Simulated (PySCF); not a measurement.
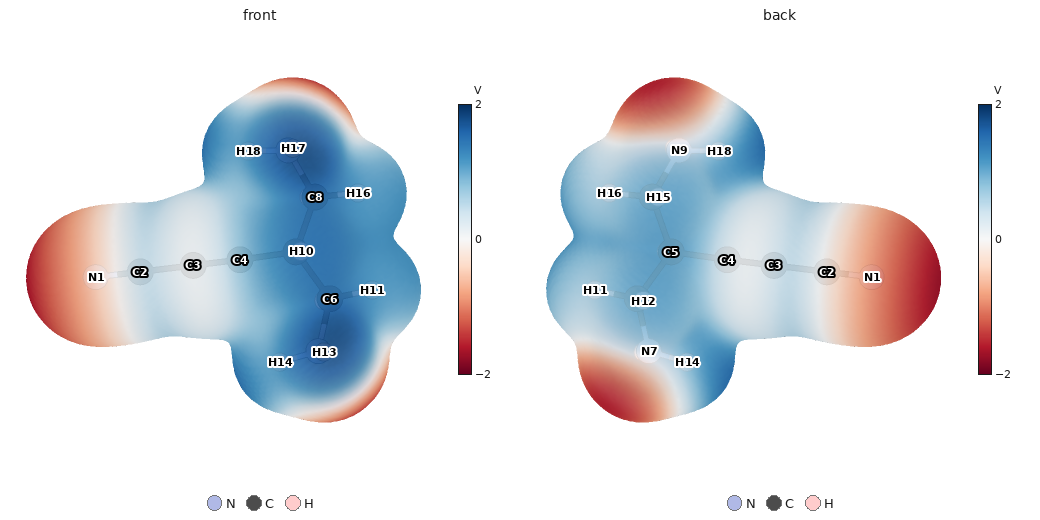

C6H9N3. The molecular electrostatic potential painted on the density surface at 0.002 e/bohr³, seen from the front and from behind; red is negative and blue positive.

Geometry: GFN2-xTB, NEB image 0 of 0 to 8.

All numbers below come from PBE0/pcSseg-1, SCF density, gas phase, non-relativistic (PySCF 2.14.0).

```xyz
18

N     3.8867   -1.3979    2.2051
C     2.9274   -1.0208    1.6960
C     1.7887   -0.5735    1.1006
C     0.7726   -0.1614    0.5906
C    -0.4408    0.2835   -0.0413
C    -0.1191    0.9930   -1.3850
N     0.6705    2.1959   -1.2782
C    -1.3865   -0.9284   -0.2661
N    -1.8191   -1.6077    0.9307
H    -0.9408    1.0018    0.6248
H    -1.0655    1.2538   -1.8672
H     0.4153    0.2960   -2.0364
H     0.2112    2.8873   -0.6952
H     1.5828    2.0004   -0.8808
H    -0.8801   -1.6584   -0.9032
H    -2.2770   -0.5745   -0.7926
H    -2.3034   -0.9748    1.5579
H    -1.0316   -2.0080    1.4287
```

Describe the electrostatic potential map.

The most negative region (about −1.7 V, or −39 kcal/mol for a unit charge) lies over N1, the most positive (about +1.8 V, or +42 kcal/mol for a unit charge) over H13 and H17. N1 is the likeliest acceptor of a hydrogen bond.
